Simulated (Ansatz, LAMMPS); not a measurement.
# Amorphous HfO2 at 7.99 g/cm^3 (84 atoms), relaxed: mesh and functional compared

Which bonds does the relaxation leave, and how do the Kohn-Sham gap, forces and pressure change with k-mesh and functional?

Calculated with Ansatz 0.2.0: Kohn-Sham DFT, PBE, PAW (set soft_2), plane waves; cutoff 420 eV, Γ point, fermi-dirac smearing of 0.025 eV.

**The cell**

Density at the start: 7.99 g/cm³. The cell holds 84 atoms: 28 Hf and 56 O. Its edges and angles: a = 10.697 Å, b = 10.697 Å, c = 10.697 Å, α = 90.0°, β = 90.0°, γ = 90.0°. 84 atoms (28 Zr, 56 O) placed at random at 4.68 g/cm³, melted at 5000 K for 10 ps at fixed volume with the Morse and Coulomb pair potential with partial charges (Pedone, Malavasi, Menziani, Cormack and Segre, J. Phys. Chem. B 110, 11780 (2006)). Quenched from 5000 K to 300 K at 50 K/ps and fixed volume, held 5 ps, then minimised at fixed cell. Then Zr was replaced by Hf at the same volume (the potential has no terms for Hf, so the cell is a start for a DFT relaxation).

The atoms were relaxed with PBE. The walk converged after 8 steps, with a largest force component of 0.0383 eV/Å; it began at an r.m.s. force component of 0.49 eV/Å. The energy fell by 27.3 meV an atom.

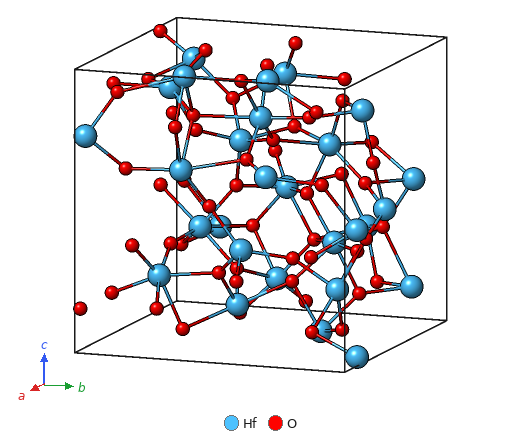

The relaxed cell. Bonds to atoms that aren't drawn are left out.

The input of the reference single point:

```yaml
crystal:
  lattice:
    - [10.6975, 0.0, 0.0]
    - [0.0, 10.6975, 0.0]
    - [0.0, 0.0, 10.6975]
  atoms:
    - { symbol: Hf, position: [0.63835, 0.83587, 0.21507] }
    - { symbol: Hf, position: [0.3308, 0.21164, 0.33718] }
    - { symbol: Hf, position: [0.17177, 0.43615, 0.14102] }
    - { symbol: Hf, position: [0.69491, 0.19782, 0.23101] }
    [... 78 atom lines left out ...]
    - { symbol: O, position: [0.48379, 0.53982, 0.69468] }
    - { symbol: O, position: [0.42599, 0.58793, 0.18797] }
kpoints:
  mp_grid: { grid: [1, 1, 1] }
hamiltonian:
  xc: pbe
scf:
  occupations: { method: fermi_dirac, width: 0.025 }
output:
  forces: true
  stress: true
  populations: true
  dos:
    method: { smearing: { sigma: 0.08 } }
    de: 0.05
    projected: { site_lists: { Hf: [Hf], O: [O] } }
  eigenvalues: true
  write_density: true
  write_potential: true
  volumetric_format: npy
```

**Bonds after relaxation**

Bonds by pair of elements; cutoffs follow the first minimum of g(r), held within bounds set by covalent radii, and pairs that aren't listed don't count as bonded:

| pair A-B | cutoff (Å) | bonds | mean length (Å) | spread (Å) | shortest (Å) | B about A | A about B |
| --- | --- | --- | --- | --- | --- | --- | --- |
| O-Hf | 2.88 | 165 | 2.15 | 0.138 | 1.92 | 2.95 | 5.89 |

How many atoms have how many bonded neighbours:

| element | mean | 2 | 3 | 4 | 5 | 6 | 7 |
| --- | --- | --- | --- | --- | --- | --- | --- |
| Hf | 5.89 | 0 | 0 | 1 | 5 | 18 | 4 |
| O | 2.95 | 11 | 37 | 8 | 0 | 0 | 0 |

**Levels of theory**

Single points at the relaxed geometry:

| functional | k-mesh | Kohn-Sham gap (eV) | pressure (GPa) | r.m.s. force component (eV/Å) | SCF cycles | time |
| --- | --- | --- | --- | --- | --- | --- |
| PBE | 1×1×1 | 3.806 | -7.17 | 0.011 | 11 | 50 s |
| PBE | 2×2×2 | 3.810 | -7.16 | 0.018 | 11 | 7.5 min |
| HSE06 | 1×1×1 | 5.329 | -11.44 | 0.094 | 25 | 14 min |
| r2SCAN | 1×1×1 | 4.271 | -11.59 | 0.065 | 11 | 80 s |
| PBEsol | 1×1×1 | 3.711 | -12.29 | 0.078 | 12 | 46 s |

The gap is that between the highest filled and lowest empty Kohn-Sham level on the run's k-points. Cutoffs: 420 eV for PBE, HSE06 and PBEsol; 500 eV for r2SCAN. Times come from shared hosts and are rough.

**Findings**

By these cutoffs 64 % of Hf atoms have 6 and 66 % of O atoms have 3 neighbours. The Kohn-Sham gap is 3.81 eV with PBE on the 1×1×1 mesh and 3.81 eV on 2×2×2. On the 1×1×1 mesh HSE06 changes the gap by +1.52 eV against PBE. Carrying that shift over to the 2×2×2 mesh gives 3.81 + 1.52 = 5.33 eV, an estimate that takes the shift to be alike at all k-points. On the reference's mesh the gap changes with r2SCAN by +0.47 eV and PBEsol by -0.10 eV. Against the reference the pressure changes with HSE06 by -4.3 GPa, r2SCAN by -4.4 GPa and PBEsol by -5.1 GPa; a negative change means a smaller volume than PBE would take. The denser mesh moves the energy by -1.5 meV/atom and the pressure by +0.00 GPa.

Limits: All single points share the geometry relaxed with PBE. The density was set when the cell was made, as one point of a scan, and needn't be that of the real material. One sample; tail or defect levels can set the gap of a disordered cell. The quench rate of 50 K/ps is many orders above laboratory rates, so the cell is likely richer in defects and strain than a real sample. The network of bonds at the start is that of the classical potential that made the cell, and needn't be the one that DFT or experiment would give. Spin–orbit coupling is left out, which matters for the levels of the heavy elements. In some runs the program notes that it cut back its work space to fit the memory limit, the exchange threshold is loose for the stress and the SCF threshold is loose for the stress.

[Logs are printed without paths, hosts, clocks, repeated set-up lines and the standing remarks that a program may print on its own settings, such as how far it seeks lower states.]

[Hosts, paths, dates, database ids (printed as entryN), source tags and the programs' standing remarks are cut or masked in the printed files.]
